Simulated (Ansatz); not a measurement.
Input file:

```
crystal:
  periodic: [false, false, false]
  atoms:
    - { symbol: Al, position_ang: [0.0, 0.0, 0.0] }
    - { symbol: H, position_ang: [0.0, 0.0, 1.91] }
    - { symbol: "N", position_ang: [1.6627, 0.0, -0.96] }
    - { symbol: H, position_ang: [2.1293, -0.9179, -1.2118] }
    - { symbol: H, position_ang: [2.1141, 0.9179, -1.2382] }
    - { symbol: "N", position_ang: [-1.6627, 0.0, -0.96] }
    - { symbol: H, position_ang: [-2.3316, -0.8164, -0.8614] }
    - { symbol: H, position_ang: [-1.9118, 0.8164, -1.5886] }
    - { symbol: O, position_ang: [0.0932, 1.9717, 0.6559] }
    - { symbol: H, position_ang: [0.4919, 2.0, 1.5834] }
    - { symbol: H, position_ang: [0.0471, 0.9963, 1.8084] }
basis:
  gaussian: { orbitals: "6-31G*" }
hamiltonian:
  xc: pbe0
  dispersion: d4
relax:
  f_tol: 0.15
  max_steps: 25
  restrain:
    - { distance: [0, 8], at: 1.78, k: 30.0 }
    - { distance: [10, 1], at: 0.66, k: 30.0 }
    - { distance: [0, 1], at: 2.76, k: 30.0 }
    - { distance: [10, 8], at: 2.21, k: 30.0 }
output:
  orbitals: {}
```

Run with:

```sh
ansatz run input.yaml --threads 1 --pin off --max-ram 2048MiB --backend cpu --events-out ev --progress --plain --runs-dir out
```

The fields are those of the run's last geometry, not of the input's.

Not at a stationary point (largest force 1.6 eV/Å).

Theory: RKS PBE0-D4/6-31G* (Ansatz 0.2.0).

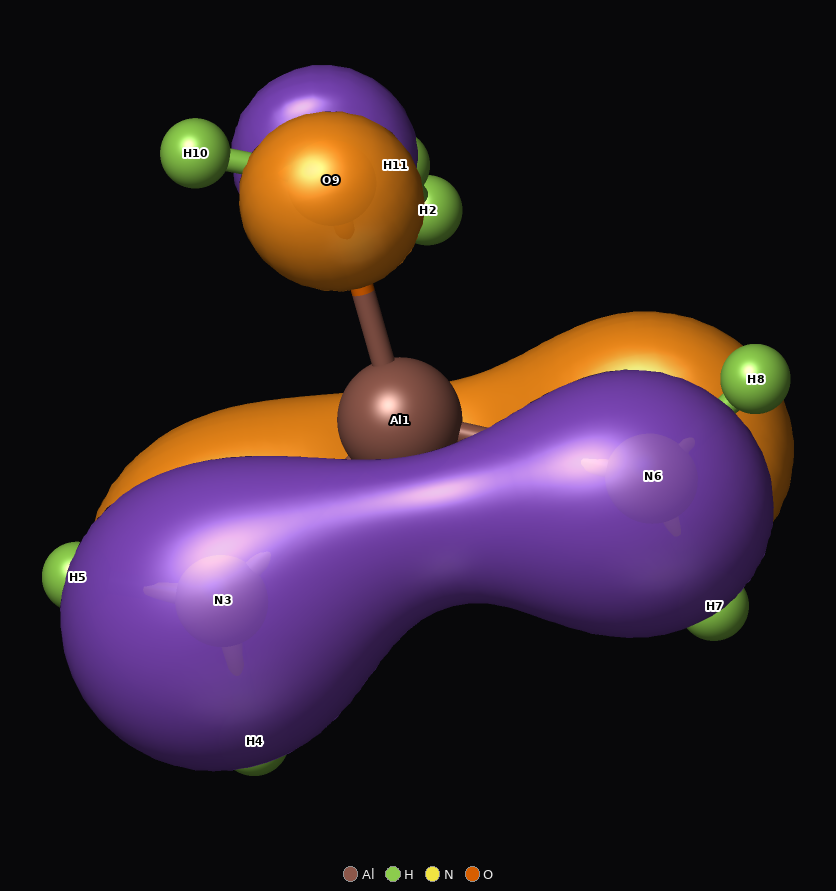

AlH₅N₂O···H₂. The HOMO−1 at ±0.1 Å⁻³ᐟ² (orange and purple are the two phases), seen across its widest extent.

Question: Describe this orbital and give its energy.

Answer: By Hirshfeld shares it lies mainly on N3 (about 40 %), N6 (about 25 %), Al1 (about 15 %) and O9 (about 10 %); largely a combination of lone pairs on N3, N6 and O9. Its energy is −7.11 eV.
